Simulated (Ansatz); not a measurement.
# FGeH₆N₂P: what the fields show

```xyz
11

N    -1.2867    0.9819    0.4933
P     0.4099    0.8209    0.6781
N     0.8024   -0.6826    1.4086
Ge    0.6852    0.0676   -1.4843
F    -0.5479   -1.1949   -1.6020
H    -1.7852    1.4686    1.2307
H    -1.8238    0.2079    0.1082
H     0.3103   -1.5243    1.1167
H     0.9448   -0.6642    2.4135
H     2.0249   -0.6358   -1.7700
H     0.3313    1.0978   -2.5722
```

Theory: RKS PBE0-D4/def2-SVP (Ansatz).

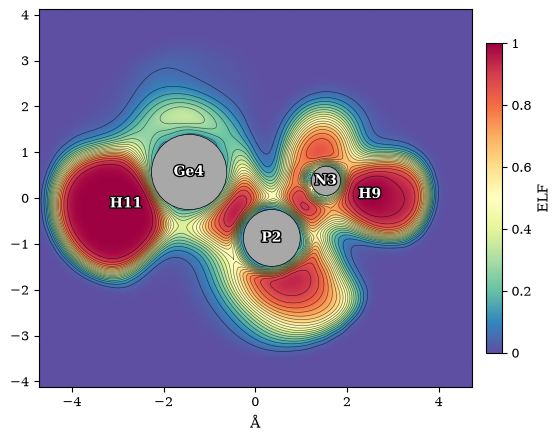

Figure 1. ELF on the plane of atoms N3, P2 and Ge4. Grey discs cover the atomic cores.

> Read the bonding off the picture.

Atoms in the plane: P, N, Ge and H.
P–N (1.72 Å): the ELF peaks at about 0.90 between the atoms: a shared but strongly polarised pair.
Ge–P (2.31 Å): the ELF peaks at about 0.95 between the atoms (a shared electron pair).
N–H (1.02 Å): the ELF climbs to about 1 towards the hydrogen, as it does in any bond to H; a covalent bond by its length.
Ge–H (1.54 Å): the ELF climbs to about 1 towards the hydrogen.
The ELF also peaks beside P2, away from the bonds: lone-pair regions.

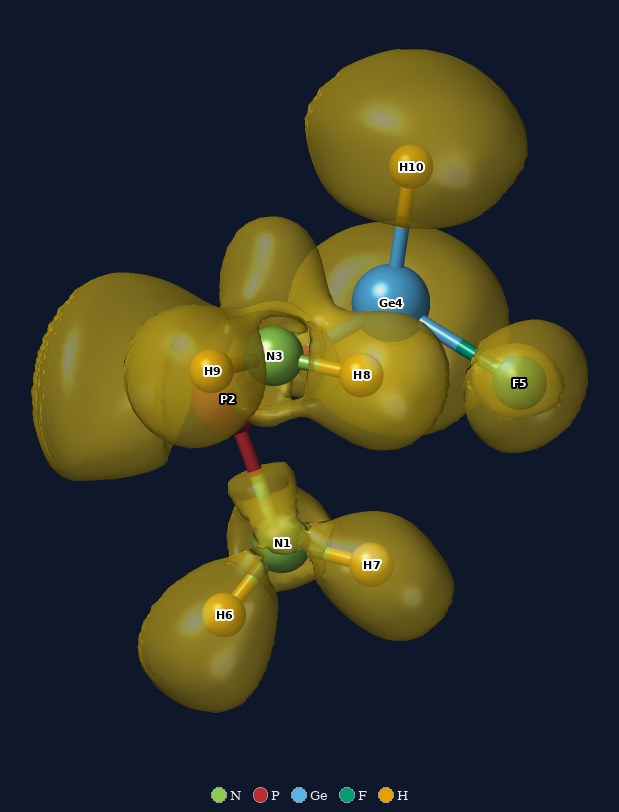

Figure 2. Isosurface of the electron localisation function at 0.8 (yellow), seen at an oblique angle. Core shells and regions of very low density are left out.

> What do the ELF domains correspond to?

The surface consists of two regions around hydrogen nuclei, one region on P in which the atom's valence shell and bonds are merged, one region wrapped around F (its valence shell) and two joined regions spread over several atoms (H, N), in which their bonds and any lone pairs are merged.


P–N (1.71 Å): the ELF peaks at about 0.95 between the atoms: a polar covalent bond. Ge–F (1.77 Å): the ELF peaks at about 0.80 in the valence shell of F, 0.5 Å from its nucleus, and is about 0.25 at the midpoint.

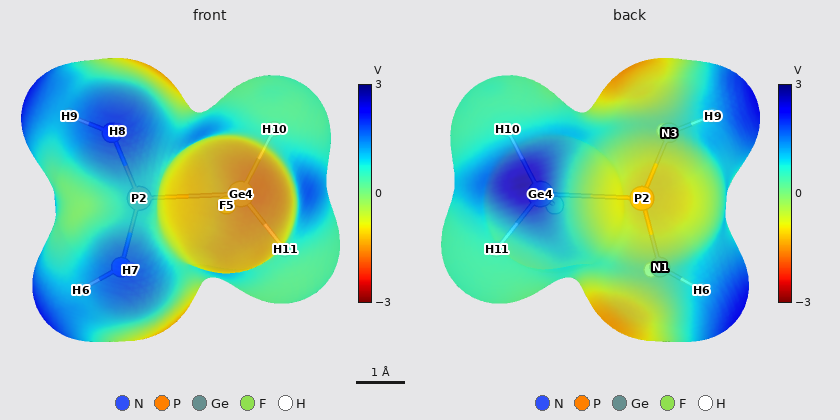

Figure 3. The electrostatic potential painted on the density surface at 0.004 e/bohr³, seen from the front and from behind; red is negative and blue positive.

> Where is the surface potential most negative and most positive?

The most negative region (about −1.5 V) lies over N3 and F5, the most positive (about +2.4 V) over Ge4 and H9.

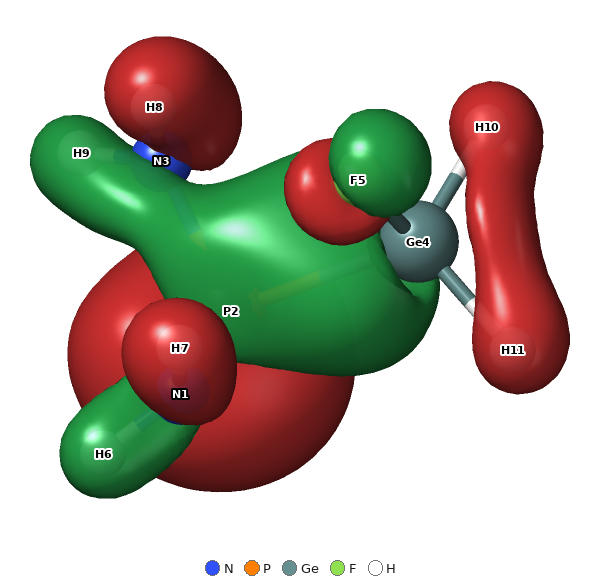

Figure 4. The HOMO at ±0.08 Å⁻³ᐟ² (green and red are the two phases), seen at a tilt.

> Where does this orbital lie, and at what energy?

It lies mainly on P2 (about 60 %), Ge4 (about 15 %) and N3 (about 10 %). Its energy is −6.88 eV.
